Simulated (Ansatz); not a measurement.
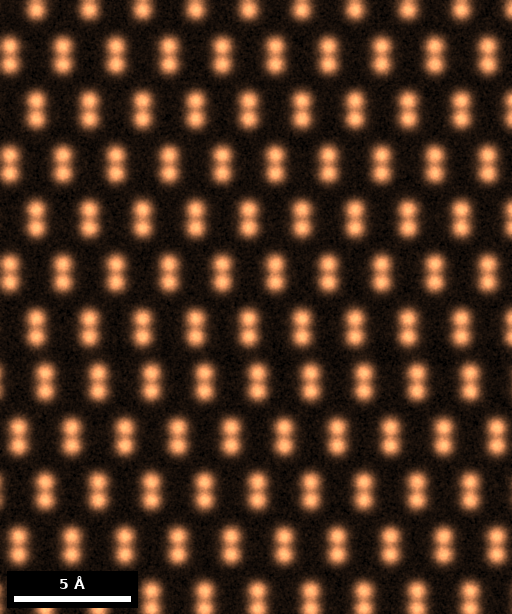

Z-contrast image of Ru (P6_3/mmc, No. 194) along [101]. The image is simulated as a sum over atoms of Z^1.7, blurred by a 0.55 Å probe (no channelling). The probe carries 15 % of its weight in a tail 2.5 times as wide. The display is stretched by a gamma of 0.65; percentages refer to the linear signal. Shot noise was added.

One planar defect was built into the perfect crystal by geometry alone, without relaxation. Host structure: the geometry relaxed at fixed volume with DFT r2SCAN, scalar-relativistic, plane waves, PAW (Ansatz).

### Find the planar defect and say what kind it is.

A planar fault (a stacking fault) runs horizontally about 15 Å below the top edge. The part above it is shifted along the boundary by 1/3 of the 2.28 Å repeat of the rows (0.8 Å to the right, the same as 1.5 Å to the left); both parts keep the same orientation.
